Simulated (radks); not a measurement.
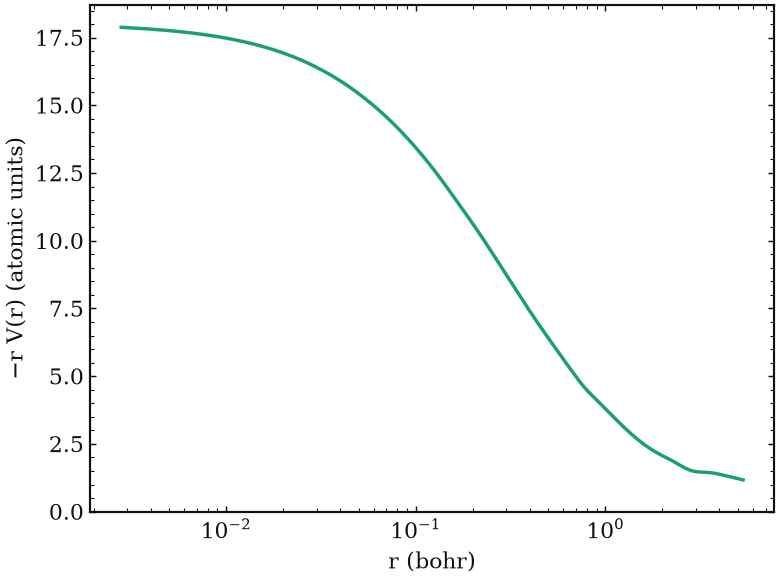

The plot shows the screened charge −r V(r) of the Kohn-Sham potential for an atom or ion. Theory: scalar-relativistic Kohn-Sham, Wu-Cohen GGA, spin-unpolarised, spherical densities, finite nucleus (computed with the in-house radial solver radks).

**Estimate the nuclear charge and the net charge, and name the species.**

The curve was computed for Ar⁺ (Z = 18) in [Ne] 3s2 3p5. Close to the nucleus it reaches 17.9, near the nuclear charge 18; inside the finite nucleus, left of the plot, it would fall to zero. It falls through 9.5, midway between the nuclear and the ionic charge, at r = 0.26 bohr, and stands at 1.17 at the end of the plot (r = 5.3 bohr); the net charge is +1. The exact potential would level off one unit above the net charge. The configuration can't be read off this curve.
